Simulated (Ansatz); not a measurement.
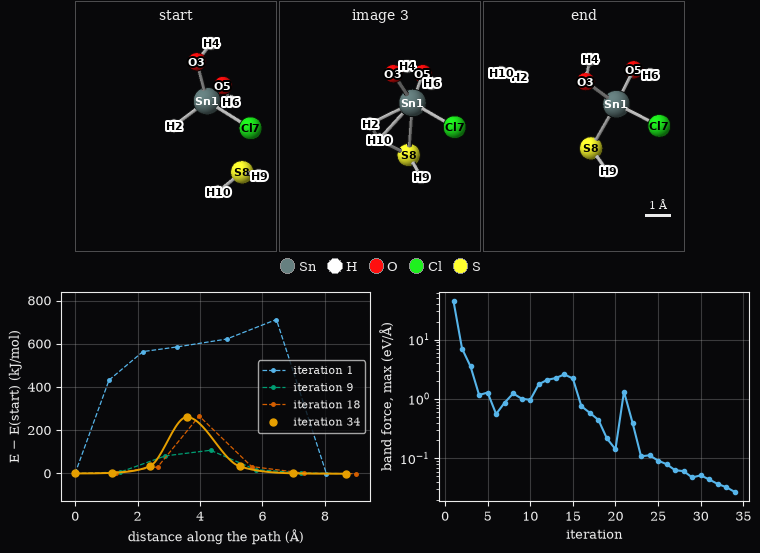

NEB run on SnH5SO2Cl, made up at the start of SnH₃O₂Cl and H2S. Images are numbered from 0 (start) to 6 (end). The plot follows the band through its iterations. Style: ball-and-stick. Shown from a free direction.

All numbers below come from RHF/def2-SVP in Ansatz. Set-up: 5 movable images; climbing image; force threshold 0.03 eV/Å; iteration limit 60; starting path through a guess of the saddle point.

How did the profile develop, and is the result final?

Answer. The run is converged, with reservations. The band converged in 34 iterations. The largest component of the band force went from 44 to 0.027 eV/Å. The climbing image converged on the top of the path. Its vibrational analysis gives 2 imaginary modes over 30i cm⁻¹, so it isn't confirmed as a transition state. The first iteration put the highest image at 712.2 kJ/mol. The barrier is about 260.6 kJ/mol in both directions, with image 3 at the top; the ends have nearly the same energy.

Limits of the set-up: the start holds two separate molecules, 2.9 Å apart at their closest, whose relative position is a soft coordinate and is computed without a dispersion correction; Hartree-Fock leaves out electron correlation.

The run took 3.8 min on 2 threads of Intel(R) Xeon(R) 6975P-C (Granite Rapids) (shared host), peak memory 0.31 GiB.
